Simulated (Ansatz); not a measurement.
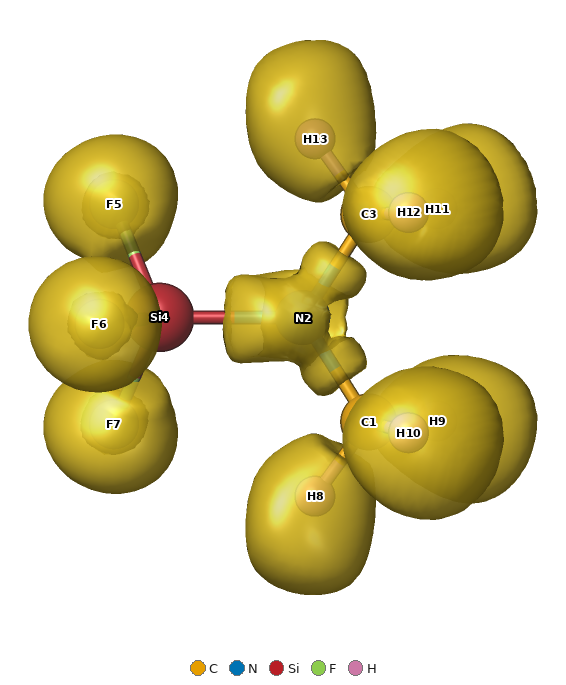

The picture shows: C2H6F3NSi. Isosurface of the ELF at 0.75 (yellow), seen across its widest extent. Core shells and regions of very low density are left out.

Geometry: PBE0-D4/def2-TZVP.

Theory: Ansatz 0.2.0, RKS PBE0-D4/def2-TZVPP.

Input file:

```
crystal:
  periodic: [false, false, false]
  atoms:
    - {symbol: C, position_ang: [-0.859056, -0.369624, 1.153662]}
    - {symbol: N, position_ang: [-0.009345, -0.119130, 0.009396]}
    - {symbol: C, position_ang: [1.331220, -0.648757, 0.137711]}
    - {symbol: Si, position_ang: [-0.443819, 0.933418, -1.216013]}
    - {symbol: F, position_ang: [0.326830, 0.569546, -2.542492]}
    - {symbol: F, position_ang: [-0.129736, 2.460807, -0.954970]}
    - {symbol: F, position_ang: [-1.999132, 0.863959, -1.465113]}
    - {symbol: H, position_ang: [-1.863705, 0.018929, 0.982014]}
    - {symbol: H, position_ang: [-0.943909, -1.447150, 1.335448]}
    - {symbol: H, position_ang: [-0.460884, 0.097132, 2.063253]}
    - {symbol: H, position_ang: [1.298084, -1.732885, 0.295448]}
    - {symbol: H, position_ang: [1.864534, -0.199288, 0.984655]}
    - {symbol: H, position_ang: [1.909419, -0.461858, -0.768100]}
basis:
  gaussian: {orbitals: def2-TZVPP}
hamiltonian: {xc: pbe0, dispersion: d4}
output: {orbitals: {seedname: orbitals}}
```

Launched as:

```sh
ansatz run in.yaml --threads 4 --pin off --events-out ev --progress --plain --max-ram 11315MiB
```

Question: Where are the electrons localised?

Answer: The surface consists of six regions around hydrogen nuclei, one region on N in which the atom's valence shell and bonds are merged and three regions wrapped around F (its lone pairs, merged into a ring or cap). Along the contacts the grid gives the following. C–N (1.45 Å): the ELF peaks at about 0.90 between the atoms; a covalent bond. Si–F (1.58 Å): the ELF peaks at about 0.85 in the valence shell of F, 0.6 Å from its nucleus, and is about 0.55 at the midpoint.
